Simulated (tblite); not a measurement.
# BH5HfO3: the cost of one run

Programs: tblite 0.8.0 and PySCF 2.14.0. All values are calculated, for the isolated system unless a continuum is named. Atoms count from 0, parts from 1.

## Step 1: Starting point

10 atoms, charge 0, multiplicity 1; geometry: distance geometry start.

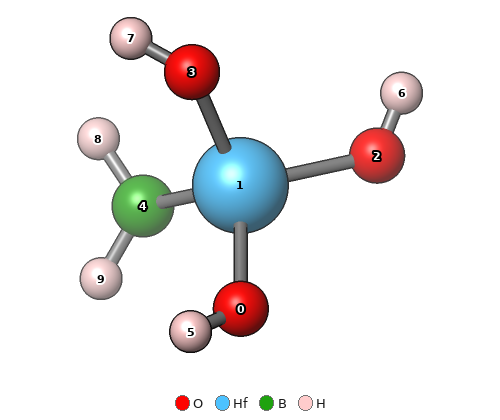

The starting geometry (oxygen red, hafnium blue, boron green, hydrogen pink), atoms numbered.

## Step 2: Geometry optimisation with GFN2-xTB

The job: settings as JSON, then the geometry in Å.

```
{"job": {"kind": "relax", "xc": "GFN2-xTB", "basis": "xTB"}, "charge": 0, "multiplicity": 1}
O      1.696860    -2.423590    -0.102167
Hf     0.698897    -0.632118    -0.270974
O     -0.748327    -0.757060    -1.731702
O      2.083553     0.843332    -0.790636
B     -0.241836    -0.148155     1.669208
H      2.523703    -2.588318     0.359678
H     -1.068937    -0.029071    -2.257472
H      2.326644     1.586139    -0.194087
H     -0.234191     0.978931     1.962286
H     -0.037016    -0.883753     2.550987
```

Level: GFN2-xTB geometry optimisation, gas phase.

On the command line:

```bash
OMP_NUM_THREADS=1 python cluster_run.py task.json out
```

The driver reads the jobs from task.json and runs them one after another.

Q: Estimate the wall time of this first job on 1 thread of Arm Neoverse V1, shared host.

About 1.3 s.
